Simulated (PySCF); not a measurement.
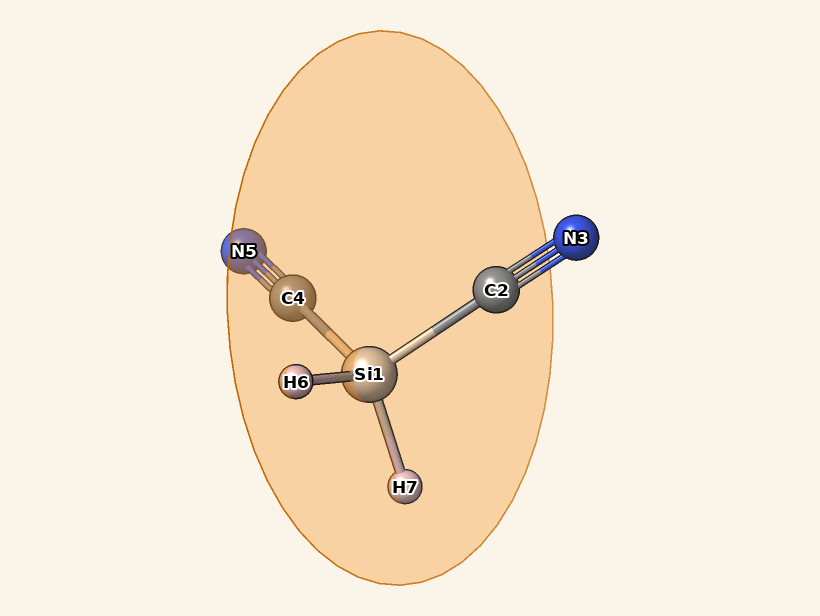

A disc through the centre of mass is drawn in. Distant atoms are faded towards the background colour. The computed structure is the end point of a PBE0-D3(BJ)/def2-SVP optimisation. No frequency run is at hand to confirm it as a minimum.

Question: Is the plane of the disc a mirror plane of the structure?

Answer: Yes. The reflection leaves Si1, H6, H7 in place and moves C2 ↔ C4; N3 ↔ N5. The point group is C2v.
